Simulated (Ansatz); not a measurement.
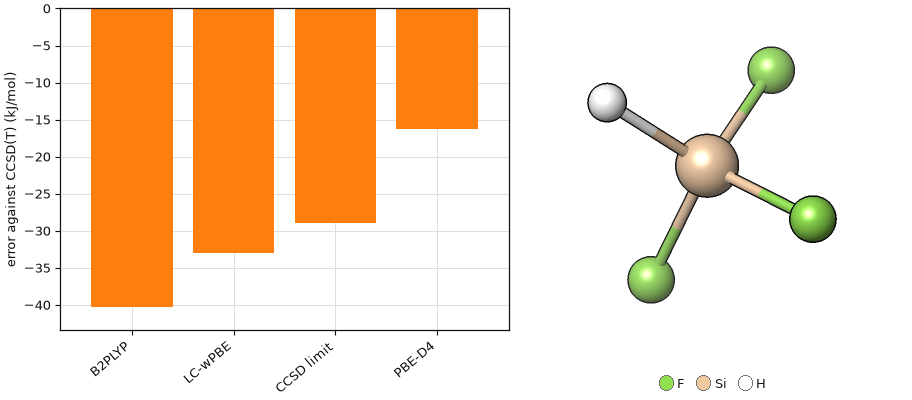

Error in the electronic atomisation energy (method less reference, so positive means overbinding) of SiHF₃, SMILES F[SiH](F)F: functionals in def2-TZVPP against frozen-core CCSD(T) at the limit (MP2 extrapolated from triple and quadruple zeta, plus CCSD(T) less MP2 in a smaller set), which gives 2145.3 kJ/mol, at a PBE0-D4/def2-TZVP geometry (a minimum by its frequencies), no zero-point or spin-orbit term, the Ansatz code 0.2.0. The reference leaves out core correlation, a term that grows with the number of heavy atoms. B2PLYP holds a correlation term that converges slowly with the basis, so part of the distance to the limit is basis error. No dispersion term is added to B2PLYP and LC-wPBE. Limit means the basis limit.

What range do the values span?

Answer. From −40.2 kJ/mol (B2PLYP) to −16.3 kJ/mol (PBE-D4).

Which of these levels overbind, and which underbind?

Answer. Overbind: none clearly. Underbind: B2PLYP, LC-wPBE and CCSD limit. Within 20 kJ/mol of zero, too close to call in view of what the reference leaves out: PBE-D4.
